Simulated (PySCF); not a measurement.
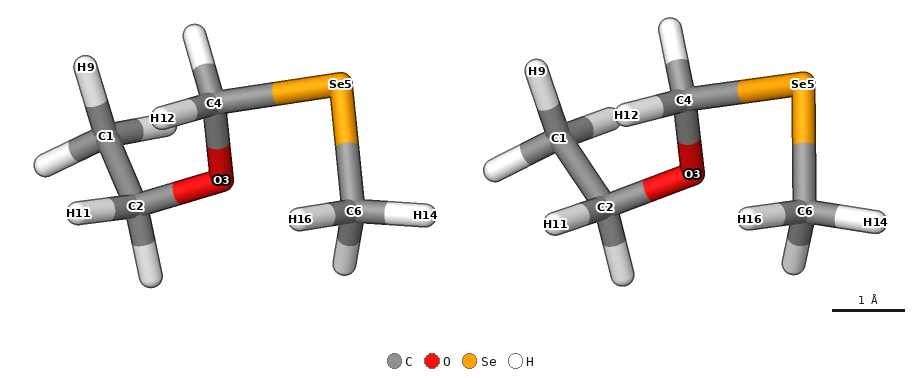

Two geometries of C₄H₁₀OSe, drawn at one scale. One is the start of a relaxation, the other its converged end. Style: stick. Shown from a free direction.

Level of theory: PBE0-D3(BJ)/def2-SVP geometry optimisation, gas phase in PySCF. 

Which one is relaxed?

Answer. The right one is the relaxed one. The start comes from GFN2-xTB. An H atom moves most after the best rigid fit: 0.29 Å. By element the largest moves are H 0.29 Å, O 0.24 Å, C 0.19 Å, Se 0.09 Å. Some distances before and after: C–H 1.088 → 1.101 Å, C–Se 1.951 → 1.941 Å, C–C 1.526 → 1.517 Å, C–H 1.102 → 1.108 Å. Among the angles between lasting bonds that change: O–C–Se 106.5° → 110.4°. The energy falls by 0.058 eV in 7 geometry steps. Largest force component: 0.71 eV/Å at the start, 0.0038 eV/Å at the end.
